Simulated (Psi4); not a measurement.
# UTPSS/6-311+G(d,p) run of SiNH3Cl (SMILES [NH][SiH2]Cl)

Aim: the vertical electron affinity of SiNH3Cl at UTPSS/6-311+G**, from 2 runs. 

The calculation is run with Psi4 1.11.

1 further run of the same task is left out (set aside as unsound or not needed).

## (1) The molecule

SiNH3Cl has 6 atoms, charge 0, and is taken as a doublet. SMILES: `[NH][SiH2]Cl`. The shape is that of a PBE0-D4/def2-TZVP optimisation. This is one conformer, not always the lowest.

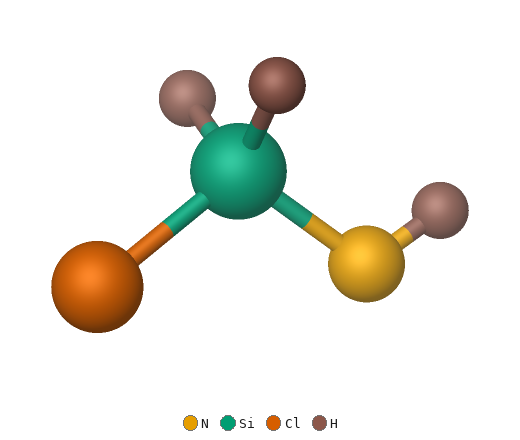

Viewed from a chosen angle; nitrogen amber, silicon teal, chlorine orange, hydrogen brown.

## (2) The energy at UTPSS/6-311+G(d,p)

Contents of clh3nsi.dat:

```
memory 1600 MB

molecule molecule1 {
  0 2
  N     -1.120700    -0.619300    -0.515800
  Si     0.327700     0.083100     0.143100
  Cl     1.532200    -1.405400     0.854900
  H     -1.761400     0.086800    -0.887700
  H      1.072900     0.808700    -0.916500
  H     -0.008600     0.982100     1.275900
  symmetry c1
  no_reorient
  no_com
}

set globals {
  reference uks
  puream true
  e_convergence 1e-09
  d_convergence 1e-08
  scf_type pk
  dft_radial_points 99
  dft_spherical_points 590
  maxiter 200
}

E, wfn = energy('tpss/6-311+G**', return_wfn=True)
oeprop(wfn, 'LOWDIN_CHARGES', 'MAYER_INDICES', 'MULLIKEN_CHARGES', title='TPSS')
```

Launch:

```
$ psi4 -n 1 clh3nsi.dat clh3nsi.out
```

clh3nsi.out:

```text
[...]
  Running in c1 symmetry.
[...]
  Nuclear repulsion =  140.520318011058436
[...]
  Multiplicity = 2
[...]
  Nalpha       = 21
  Nbeta        = 20
[...]
    Number of basis functions: 100
[...]
   @UKS iter   1:  -805.51519543968550    4.13658e-01   1.17018e-02 DIIS/ADIIS
[...]
   @UKS iter  14:  -806.32803044744458   -5.91172e-12   8.73212e-09 DIIS
[...]
   @S^2 Observed:                7.534491879E-01
[...]
    Orbital Energies [Eh]
    ---------------------
    Alpha Occupied:
       1A   -101.010789     2A    -65.715309     3A    -14.138907
       4A     -9.248820     5A     -7.028293     6A     -7.021269
       7A     -7.021008     8A     -5.160624     9A     -3.537022
      10A     -3.534520    11A     -3.533188    12A     -0.810318
      13A     -0.773696    14A     -0.509737    15A     -0.419939
      16A     -0.379404    17A     -0.369611    18A     -0.300761
      19A     -0.299477    20A     -0.282930    21A     -0.279225
    Alpha Virtual:
      22A     -0.029470    23A     -0.017552    24A      0.000242
      25A      0.024407    26A      0.028052    27A      0.048227
[...]
  @UKS Final Energy:  -806.32803044744458
   => Energetics <=
    Nuclear Repulsion Energy =            140.5203180110584356
    One-Electron Energy =               -1392.3357440812860659
    Two-Electron Energy =                 502.7536166619446476
    DFT Exchange-Correlation Energy =     -57.2662210391616071
    Empirical Dispersion Energy =           0.0000000000000000
    VV10 Nonlocal Energy =                  0.0000000000000000
    Total Energy =                       -806.3280304474445757
[...]
 Multipole Moments:
 ------------------------------------------------------------------------------------
     Multipole            Electronic (a.u.)      Nuclear  (a.u.)        Total (a.u.)
 ------------------------------------------------------------------------------------
 L = 1.  Multiply by 2.5417464519 to convert [e a0] to [Debye]
 Dipole X            :        -42.0757800           41.7500972           -0.3256827
 Dipole Y            :         48.6229872          -47.5944532            1.0285340
 Dipole Z            :        -23.6704115           23.4284466           -0.2419650
 Magnitude           :                                                    1.1056665
[...]
  Mulliken Charges: (a.u.)
   Center  Symbol    Alpha    Beta     Spin     Total
       1     N     4.20139  3.22353  0.97786 -0.42492
       2    SI     6.74192  6.78552 -0.04359  0.47256
       3    CL     8.56148  8.56501 -0.00353 -0.12649
       4     H     0.36525  0.39807 -0.03282  0.23667
       5     H     0.56498  0.51394  0.05104 -0.07892
       6     H     0.56498  0.51394  0.05104 -0.07892
   Total alpha = 21.00000, Total beta = 20.00000, Total charge = -0.00000
  Lowdin Charges: (a.u.)
   Center  Symbol    Alpha    Beta     Spin     Total
[...]
```

Run time: 40 s. Hardware: 1 thread of Intel Xeon 6975P-C (Granite Rapids), shared host; peak memory 0.79 GiB.

## (3) The singlet anion, same level

Contents of job.in:

```
memory 1600 mb

molecule {
  -1 1
  N     -1.120700    -0.619300    -0.515800
  Si     0.327700     0.083100     0.143100
  Cl     1.532200    -1.405400     0.854900
  H     -1.761400     0.086800    -0.887700
  H      1.072900     0.808700    -0.916500
  H     -0.008600     0.982100     1.275900
  symmetry c1
  no_reorient
  no_com
}

set basis 6-311+G**
set puream true
set e_convergence 1e-09
set d_convergence 1e-08
set scf_type pk
set dft_radial_points 99
set dft_spherical_points 590

e, wfn = energy('tpss', return_wfn=True)
oeprop(wfn, 'LOWDIN_CHARGES', 'MAYER_INDICES', 'DIPOLE')
```

Launch:

```
$ psi4 -i job.in -o job.out -n 1
```

job.out:

```text
[...]
  Running in c1 symmetry.
[...]
  Nuclear repulsion =  140.520318011058436
[...]
  Multiplicity = 1
[...]
  Nalpha       = 21
  Nbeta        = 21
[...]
    Number of basis functions: 100
[...]
   @RKS iter   1:  -805.76853022609384    1.60323e-01   1.17202e-02 ADIIS/DIIS
[...]
   @RKS iter  13:  -806.39906971005360   -1.81899e-12   2.52721e-09 DIIS
[...]
    Orbital Energies [Eh]
    ---------------------
    Doubly Occupied:
       1A   -100.831889     2A    -65.491202     3A    -13.814082
       4A     -9.070796     5A     -6.849486     6A     -6.843435
       7A     -6.843416     8A     -4.934484     9A     -3.312238
      10A     -3.307581    11A     -3.306603    12A     -0.600350
      13A     -0.485484    14A     -0.289744    15A     -0.181636
      16A     -0.166803    17A     -0.155144    18A     -0.109016
      19A     -0.108523    20A      0.002755    21A      0.042531
[...]
  @RKS Final Energy:  -806.39906971005360
   => Energetics <=
    Nuclear Repulsion Energy =            140.5203180110584356
    One-Electron Energy =               -1401.3614846680989103
    Two-Electron Energy =                 511.9335153129284208
    DFT Exchange-Correlation Energy =     -57.4914183659414988
    Empirical Dispersion Energy =           0.0000000000000000
    VV10 Nonlocal Energy =                  0.0000000000000000
    Total Energy =                       -806.3990697100535954
[...]
 Multipole Moments:
 ------------------------------------------------------------------------------------
     Multipole            Electronic (a.u.)      Nuclear  (a.u.)        Total (a.u.)
 ------------------------------------------------------------------------------------
 L = 1.  Multiply by 2.5417464519 to convert [e a0] to [Debye]
 Dipole X            :        -41.2678891           41.7500972            0.4822082
 Dipole Y            :         49.2411243          -47.5944532            1.6466711
 Dipole Z            :        -23.2981413           23.4284466            0.1303052
 Magnitude           :                                                    1.7207643
[...]
```

Run time: 25 s. Hardware: 1 thread of Intel Xeon 6975P-C (Granite Rapids), shared host; peak memory 0.79 GiB.

## (4) Outcome

Level: UTPSS/6-311+G**.

| quantity | value |
| --- | --- |
| doublet SiNH3Cl: total energy | -806.32803 Eh |
| doublet SiNH3Cl: dipole moment | 2.81 D |
| doublet SiNH3Cl: HOMO energy (highest over α and β) | -7.12 eV |
| doublet SiNH3Cl: LUMO energy (lowest over α and β) | -5.03 eV |
| doublet SiNH3Cl: ⟨S²⟩ | 0.753 |
| singlet anion: total energy | -806.39907 Eh |
| singlet anion: HOMO energy | 1.16 eV |
| singlet anion: LUMO energy | 3.56 eV |
| singlet anion: HOMO–LUMO gap (to an unbound level, set by the basis) | 2.40 eV |
| vertical electron affinity (to the singlet anion) | 1.933 eV |

In words: At fixed nuclei the extra electron is bound by 1.93 eV (45 kcal/mol). Mulliken charges (doublet SiNH3Cl) run from -0.42 on N1 to +0.47 on Si2; in a basis this large or diffuse they mean little. The HOMO (singlet anion) lies at positive energy, 1.16 eV, as semi-local functionals often give for anions; only total energies tell whether the electron is bound.
